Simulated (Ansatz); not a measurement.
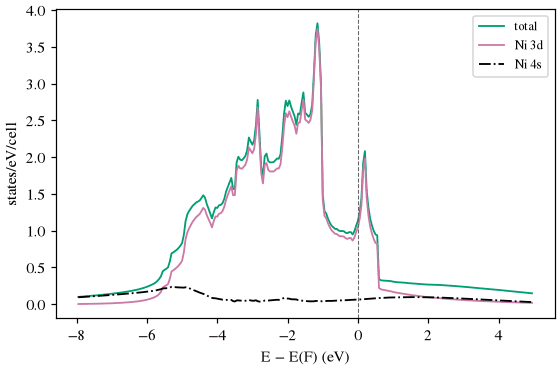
Fig. 1. Total and projected density of states of Ni (fcc (Cu type), Fm-3m), plane-wave PAW r²SCAN (Ansatz code)

**Question.** Which orbitals carry the states next to the Fermi level?

**Answer.** Within 0.5 eV of the Fermi level: Ni 3d 92 %, Ni 4s 6 %. Projections are on Löwdin-orthogonalised atomic valence shells; empty p or d shells of many metals are not among them.

**Question.** Where is the tallest occupied peak in this window, and what makes it?

**Answer.** Near -1.1 eV, about 3.8 states/eV per cell; the largest projected share is Ni 3d.

Symmetry was held in the r²SCAN relaxation. The final state is ferromagnetic, chosen from 3 collinear starts compared on coarse meshes (ties went to the first, and starts can fall back to one state), not a proven ground state. Textbook magnetic order: ferromagnetic. Other orbital occupations within this spin state were not tried.

Potentials: the later of the program's two PAW sets.
